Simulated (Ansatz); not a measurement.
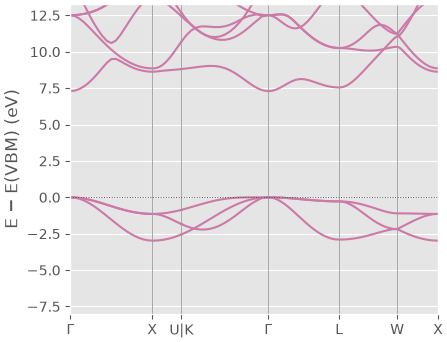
Fig. 1. Band structure from r²SCAN (plane waves, PAW; program Ansatz)

**Question.** Read off the gap and where the band edges lie.

**Answer.** About 7.3 eV (7.29 eV by a search for the band edges); maximum on the K–Γ line, 83 % of the way from K, minimum at Γ.

**Question.** Which compound is it?
A) LiCl, rock salt
B) MgO, rock salt
C) NaCl, rock salt
D) CsCl, rock salt

**Answer.** A, LiCl, rock salt

Space group Fm-3m (rock salt). Symmetry was held in the r²SCAN relaxation.

Potentials: the earlier of the program's two PAW sets. The files were generated under PBE; for other functionals the program regenerates the frozen cores, and for LDA and PBEsol the local potential too.
